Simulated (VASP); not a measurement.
Band structure of CdAs2 (space group I4_122). Level of theory: PBEsol GGA, VASP's PBE PAW potentials (set 64) (plane waves; VASP).

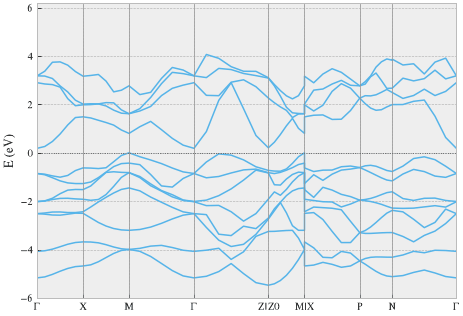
Fig. 1. Bands along high-symmetry lines, zero at the valence-band maximum or, without a gap, the Fermi level

Q: Read the plot: is there a gap, and where are the band edges?

A: The gap is indirect, 0.18 eV, from the valence maximum at M to the conduction minimum at Γ.

The structure comes from a computed database's CdAs2 entry; how it stands against other phases isn't given here. The cell was not relaxed at this level.
